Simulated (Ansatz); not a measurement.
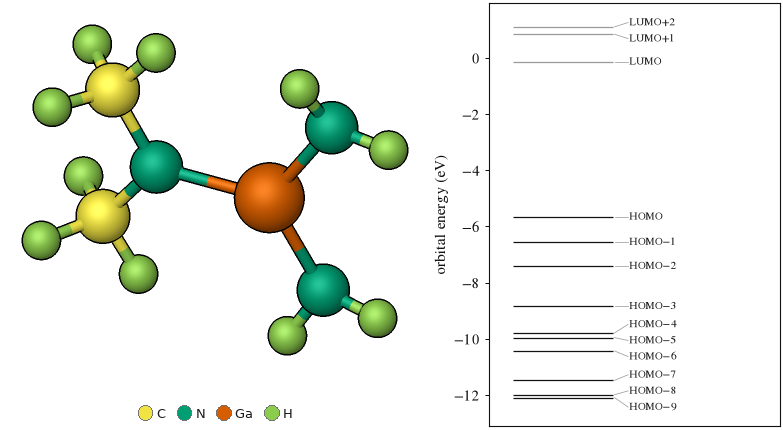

C₂H₁₀GaN₃, SMILES C[N](C)[Ga]([NH2])[NH2], singlet. Kohn-Sham orbital energies near the frontier, B3LYP/def2-TZVPP with the Ansatz code, at a PBE0-D4/def2-TZVP geometry (a minimum by its frequencies), isolated molecule; empty levels in grey, levels within 0.03 eV side by side.

### Where do the frontier orbitals lie?

HOMO at −5.66 eV, LUMO at −0.14 eV, 5.52 eV apart.

### How far below the HOMO does the next level lie?

0.90 eV.

Known limits of this run: no scalar relativity up to krypton; one conformer of a flexible molecule; empty levels above zero depend strongly on the basis.
